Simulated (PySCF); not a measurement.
Input

```
{"job": {"kind": "nmr", "xc": "PBE0", "basis": "pcSseg-1"}, "charge": 0, "multiplicity": 1}
C     -0.911952     1.955237    -0.477916
P     -0.587116     0.388736     0.399133
O     -0.725523     0.431734     1.851538
C      0.940401    -0.345774    -0.240014
C      1.519054    -1.444000     0.609676
C      2.157154    -0.100374     0.608328
C     -1.895079    -0.743207    -0.365817
F     -1.831460    -1.966316     0.164965
F     -1.767891    -0.885845    -1.694524
F     -3.123750    -0.263561    -0.144430
H     -1.906578     2.298858    -0.194011
H     -0.845622     1.842418    -1.556161
H     -0.178539     2.682455    -0.133333
H      1.045132    -0.395829    -1.315153
H      0.961633    -1.731034     1.490023
H      2.011011    -2.263261     0.108011
H      2.025926     0.512056     1.489254
H      3.104440     0.034023     0.108797
```

Run with:

```sh
OMP_NUM_THREADS=1 python probes_run.py task.json out
```

Geometry: GFN2-xTB.

The calculation used PBE0/pcSseg-1, SCF density, gas phase, non-relativistic in PySCF 2.14.0.

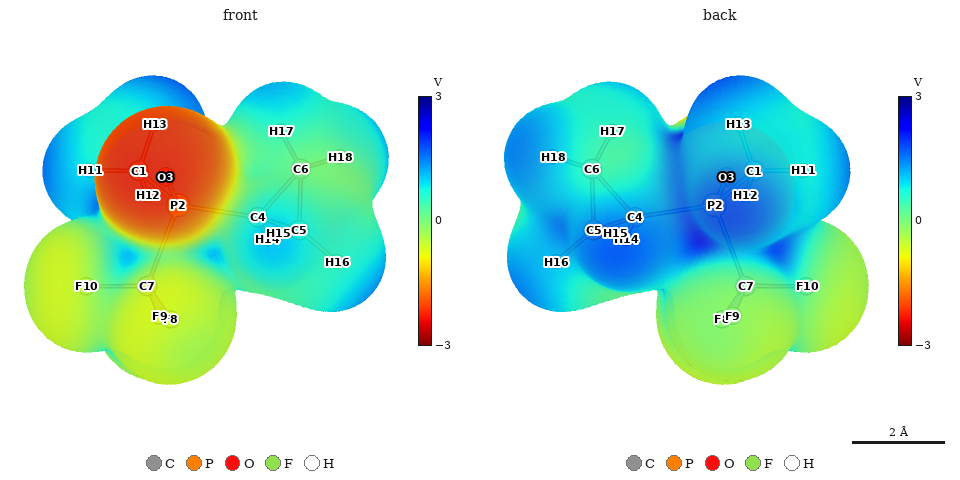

C$_{5}$H$_{8}$F$_{3}$OP. The electrostatic potential painted on the density surface at 0.004 e/bohr³, seen from the front and from behind; the colour scale runs from red (negative) to blue (positive).

Q: Describe the electrostatic potential map.

A: The most negative region (about −2.2 V, or −51 kcal/mol for a unit charge) lies over O3, the most positive (about +1.9 V, or +44 kcal/mol for a unit charge) over C1, P2, C4 and C7. O3 is the likeliest acceptor of a hydrogen bond.

Q: How polar is the molecule by this calculation?

A: Its dipole moment is 4.15 D.
